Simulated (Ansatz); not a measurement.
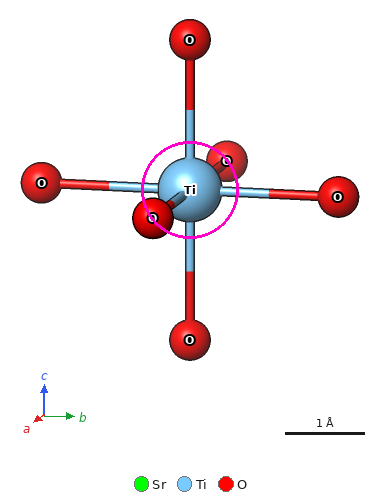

Perfect SrTiO$_{3}$. A ball-and-stick model of the atoms within 3.3 Å of one point, seen slightly off an axis.

The calculation used Ansatz, DFT, PBEsol, PAW, plane waves. Set-up: plane-wave cutoff 420 eV; k-point mesh 1 × 1 × 1; mesh shifted by (0.25, 0.25, 0.25); collinear spin. Fermi-Dirac smearing of 0.01 eV. The axes drawn are those of the host's conventional cell.

A titanium atom is replaced by strontium at the ringed place, in charge state 0. The supercell has 40 sites, and the atoms are relaxed at the host's cell.

Q: How do the neighbours respond?

A: In the host the Ti atom has 6 O at 1.95 Å; the Sr atom ends with 6 O at 2.24 to 2.28 Å. Of the host's atoms, an oxygen atom moves furthest from its site, by 0.81 Å. The Sr atom itself moves 0.15 Å from where it was put. The cell's net moment is 2.00 μB.

The relaxed defect, seen from the same direction:

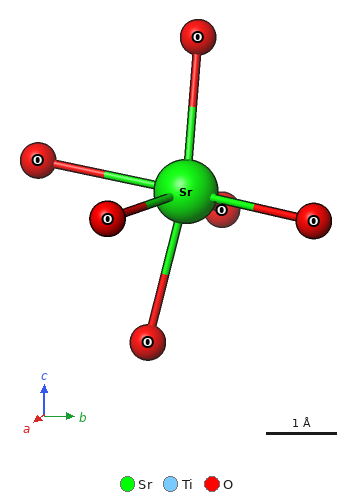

Limits of the set-up: the periodic images lie only 7.8 Å apart, so the values are limited by the cell's size.
